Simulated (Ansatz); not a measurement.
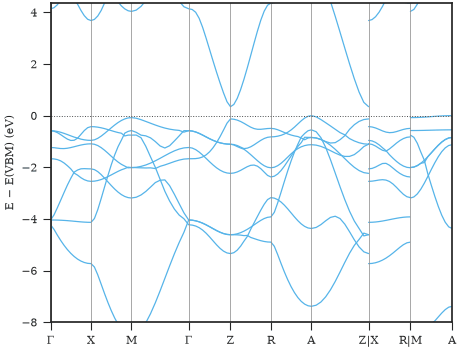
*Band structure from DFT-PBEsol in the program Ansatz with PAW potentials*

Read off the gap and where the band edges lie.

About 0.3 eV (0.35 eV by a search for the band edges); maximum at A, minimum at Z.

Which compound is it?
A) GaN, P4_2/mnm (Ga on 4g, N on 4f)
B) YSiNO2, P4/mmm (Y on 1b, Si on 1c, N on 1d, O on 2f)
C) BaGaHO2, P4/mmm (Ba on 1d, Ga on 1a, O on 2f, H on 1b)
D) Sr2ZrTiO6, P4/mmm (Pearson symbol tP10)

C, BaGaHO2, P4/mmm (Ba on 1d, Ga on 1a, O on 2f, H on 1b)

The start of the workflow was typed in or built on a structure type; neither database checked (COD, Materials Project) lists it. Whether it is the stable phase at ambient conditions was not checked. Symmetry was held in the PBEsol relaxation; phonons show weakly imaginary modes. Scalar-relativistic: spin–orbit coupling is off unless named, which matters more the heavier the elements.

Potentials: the earlier of the program's two PAW sets. The files were generated under PBE; for other functionals the program regenerates the frozen cores, and for LDA and PBEsol the local potential too.
